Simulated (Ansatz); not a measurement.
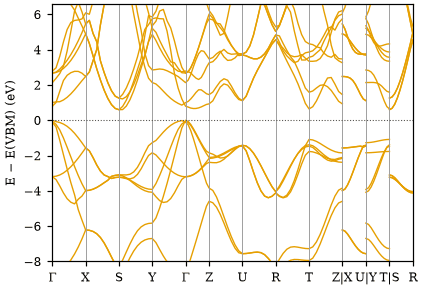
Figure: Band structure from the program Ansatz at the r²SCAN level (PAW)

The gap is 0.58 eV; an edge lies off the plotted path or next to a special point (maximum at Γ, minimum on the S–Y line, 5 % of the way from S).

The material is SiGe in space group Pmma (No. 51; Si on 2e, Ge on 2f).

The start of the workflow was typed in or built on a structure type; neither database checked (COD, Materials Project) lists it. Its standing as an ambient phase is unchecked. The r²SCAN relaxation kept the symmetry of its start; its stability against distortions is not shown here. Scalar-relativistic: spin–orbit coupling is off unless named, which matters more the heavier the elements.

Potentials: the earlier of the program's two PAW sets.
